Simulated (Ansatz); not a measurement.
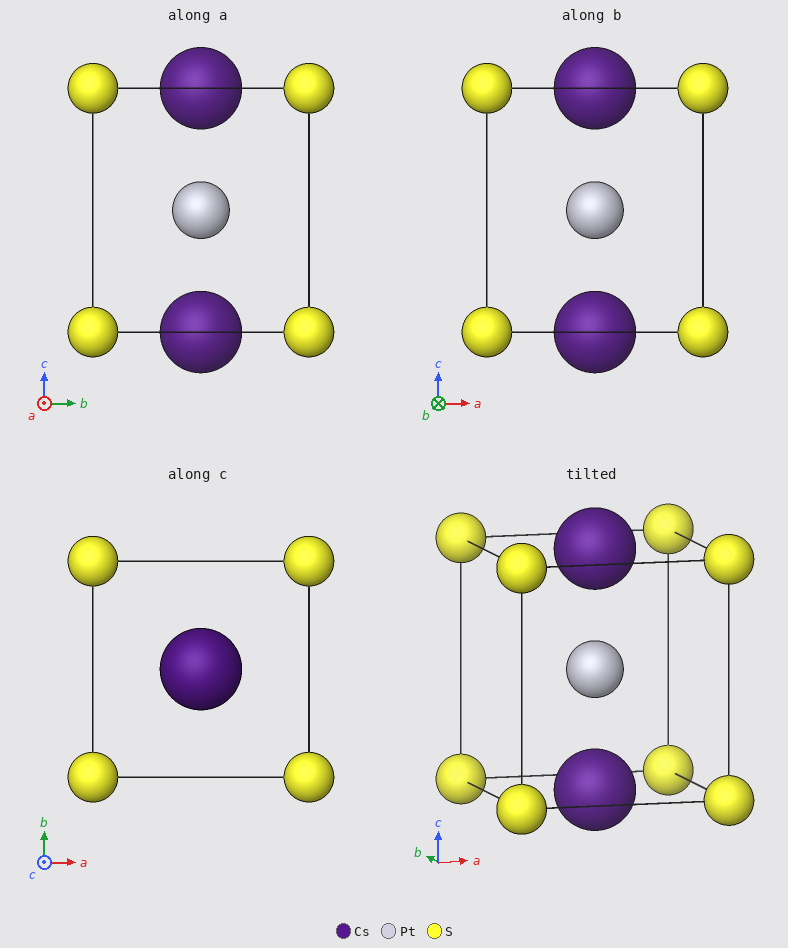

A spheres-only rendering, viewed along the a axis, along the b axis, along the c axis and slightly off an axis. One conventional unit cell is outlined, and atoms on its boundary appear in each equivalent place.

Lattice parameters: a = 4.818 Å, b = 4.818 Å, c = 5.438 Å, α = 90.00°, β = 90.00°, γ = 90.00°. Put a along x and b in the xy plane.

Question: Set out the cell and atoms as a POSCAR file.

Answer:
```
Cs Pt S
1.0
     4.818    0.000    0.000
     0.000    4.818    0.000
     0.000    0.000    5.438
Cs Pt S
1 1 1
Direct
  0.5000 0.5000 0.0000
  0.5000 0.5000 0.5000
  0.0000 0.0000 0.0000
```

Starting structure: a random cell made by a generator, so it need not be a real form of the compound. It is drawn as it came out of a relaxation with Ansatz 0.2.0, DFT PBE, scalar-relativistic, plane waves, PAW.
